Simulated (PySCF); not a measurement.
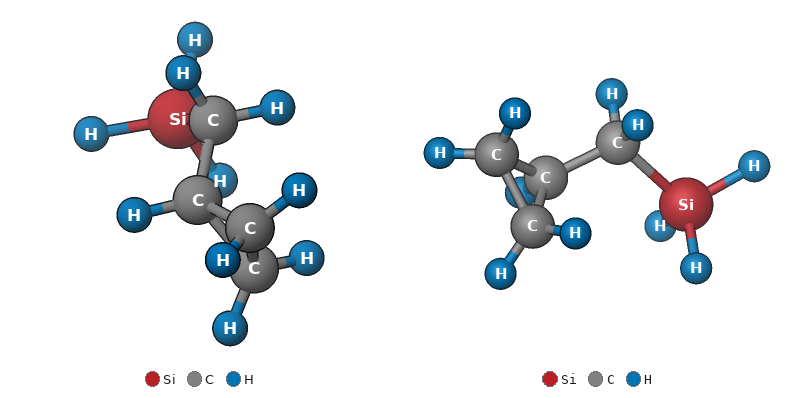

The same structure drawn twice, from different directions.

Computed geometry: GFN2-xTB optimisation. No frequency run is at hand to confirm it as a minimum.

Give the formula.

Answer. C₄H₁₀Si, 15 atoms: 4 carbon, 10 hydrogen and 1 silicon.

Give a SMILES string for it.

Answer. [SiH3]CC1CC1

Count the bonded pairs by element.

Answer. 7 C–H, 4 C–C, 3 Si–H, 1 C–Si.

Give the symmetry (Schoenflies symbol).

Answer. C1.

Does it have rings?

Answer. Independent rings (smallest set): 1 of 3 members.

More results for the same structure follow; atom numbers are the same in all pictures, views and colours differ.

### Geometry

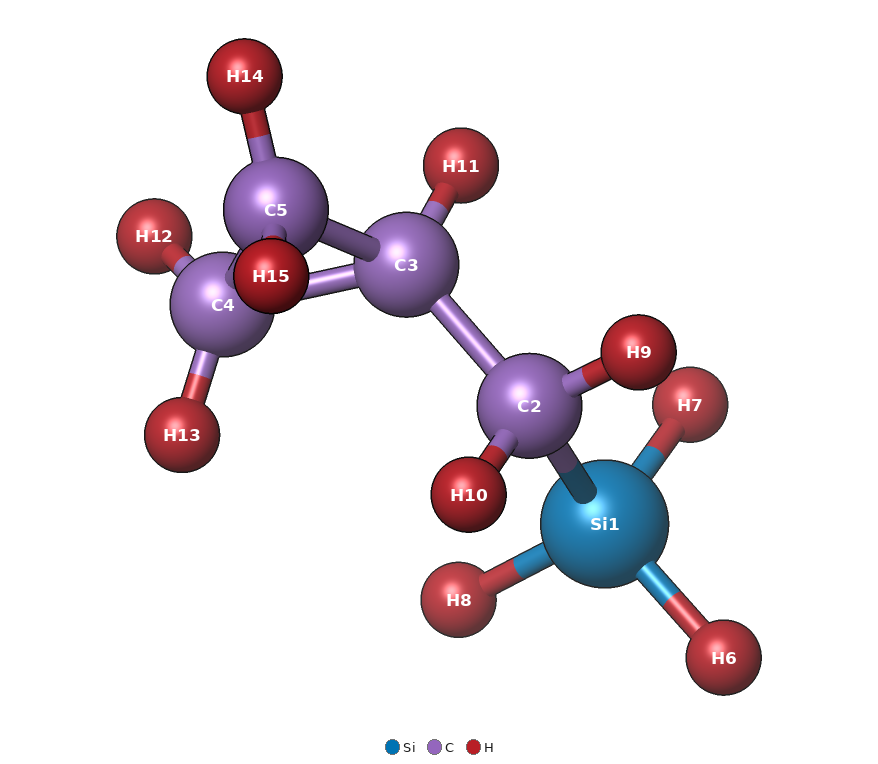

No frequency run is at hand to confirm it as a minimum.

Give these bond angles: Si1–C2–C3, Si1–C2–H9, Si1–C2–H10, C2–Si1–H6, C2–C3–H11, C3–C2–H9, C3–C4–H13, C3–C5–C4, C4–C5–H14, C4–C5–H15, C5–C3–H11, C5–C4–H12.

```csv
angle,degrees
Si1–C2–C3,112.4
Si1–C2–H9,109.8
Si1–C2–H10,109.8
C2–Si1–H6,108.8
C2–C3–H11,113.5
C3–C2–H9,109.0
C3–C4–H13,117.9
C3–C5–C4,59.9
C4–C5–H14,118.5
C4–C5–H15,118.0
C5–C3–H11,116.5
C5–C4–H12,118.5
```

### Excitation

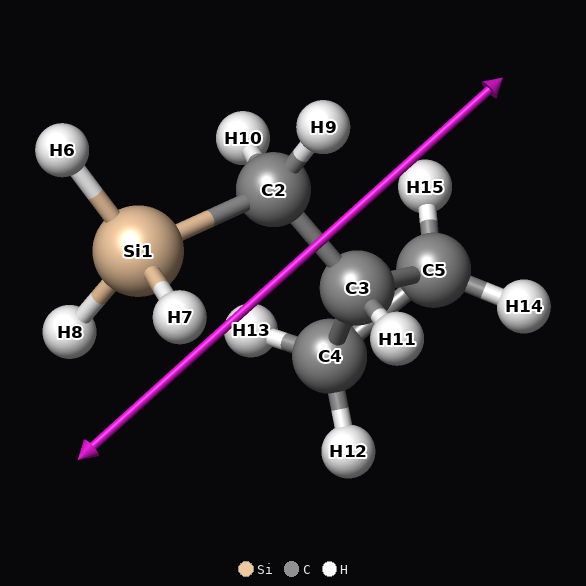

The double arrow shows the direction of the transition dipole to excited singlet state 1 (its length means nothing). No frequency run is at hand to confirm it as a minimum. Method: TDDFT PBE0/def2-SVPD, vertical, gas phase, core orbitals frozen in the response (PySCF 2.14.0).

Give its energy, strength and character.

Answer. 7.13 eV (174 nm), oscillator strength 0.021, mainly HOMO → LUMO (weight 0.98); transition dipole 0.88 D.

### Ring current

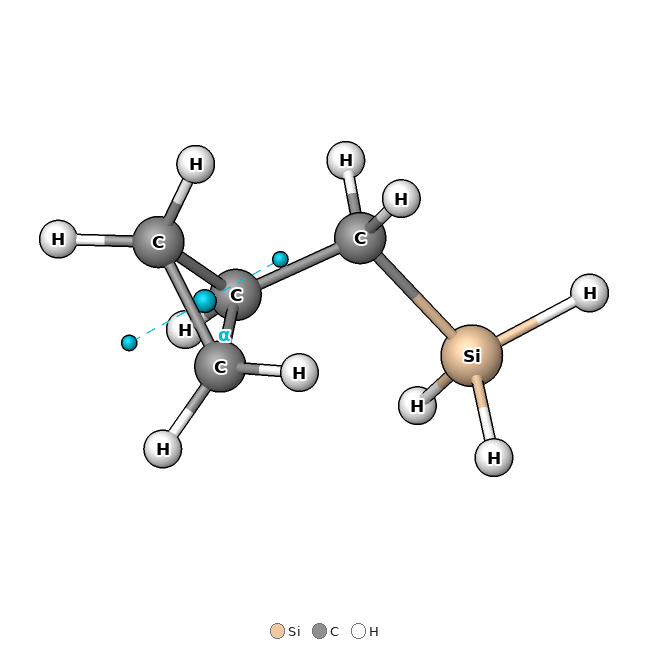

The small points mark where nucleus-independent chemical shifts (NICS) were computed: at the centre of each lettered ring and 1 Å above and below it. No frequency run is at hand to confirm it as a minimum. Method: GIAO PBE0/pcSseg-1 NMR shielding, non-relativistic, gas phase (PySCF 2.14.0).

Give NICS(0), NICS(1) and the out-of-plane component NICS(1)zz for each ring (means of the two sides).

```json
{"ring": "α", "members": "C3", "NICS(0)": "−44.2", "NICS(1)": "−8.6", "NICS(1)zz": "−22.3"}
```

Values in ppm.

### Polarisability

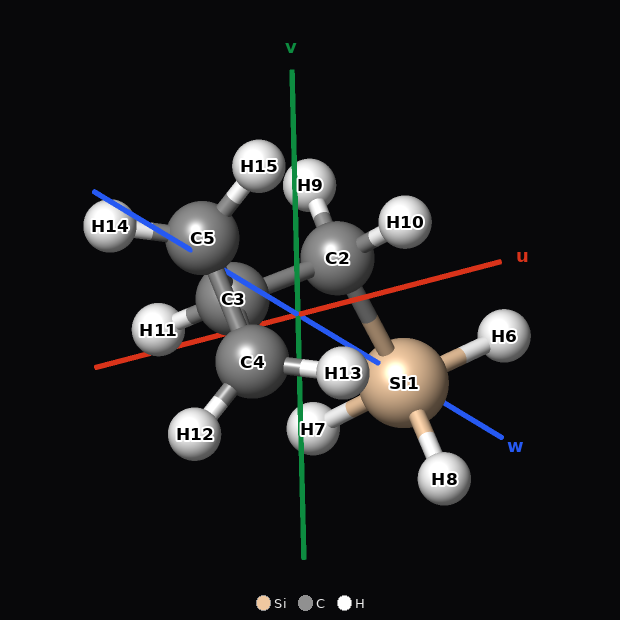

The lines u, v and w are the principal axes of the static dipole polarisability. No frequency run is at hand to confirm it as a minimum. Method: PBE0/def2-SVPD (PySCF 2.14.0).

Along which axis is the molecule most polarisable, and along which least?

Answer. Most along w (close to the long direction Si1···C5), least along u.

Give the three principal values.

Answer. u 64.6, v 69.6, w 87.4 bohr³; mean 73.9, anisotropy 20.8 bohr³.

### Charges

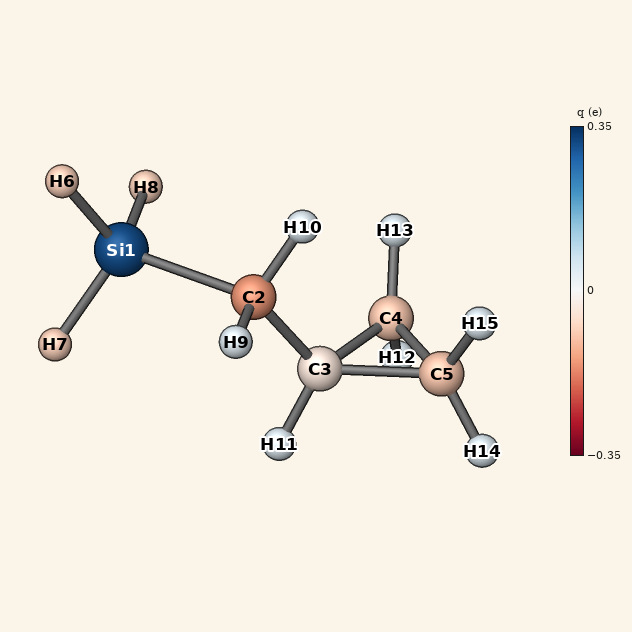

Atoms are coloured by their Hirshfeld charges. No frequency run is at hand to confirm it as a minimum. Method: PBE0/pcSseg-1, gas phase (PySCF 2.14.0).

Which atom carries the highest charge (most positive or least negative)?

Answer. Si1 (0.31 e).

And the lowest?

Answer. C2 (−0.15 e).

List the Hirshfeld charges.

```json
{"atom": "Si1", "value (e)": "0.31"}
{"atom": "C2", "value (e)": "−0.15"}
{"atom": "C3", "value (e)": "−0.04"}
{"atom": "C4", "value (e)": "−0.09"}
{"atom": "C5", "value (e)": "−0.09"}
{"atom": "H6", "value (e)": "−0.08"}
{"atom": "H7", "value (e)": "−0.08"}
{"atom": "H8", "value (e)": "−0.08"}
{"atom": "H9", "value (e)": "0.04"}
{"atom": "H10", "value (e)": "0.04"}
{"atom": "H11", "value (e)": "0.04"}
{"atom": "H12", "value (e)": "0.05"}
{"atom": "H13", "value (e)": "0.04"}
{"atom": "H14", "value (e)": "0.05"}
{"atom": "H15", "value (e)": "0.04"}
```

The geometry is semi-empirical. Around Si such bond lengths and angles can be off by a tenth of an ångström or more and by several degrees, and values that hang on the shape move with them.
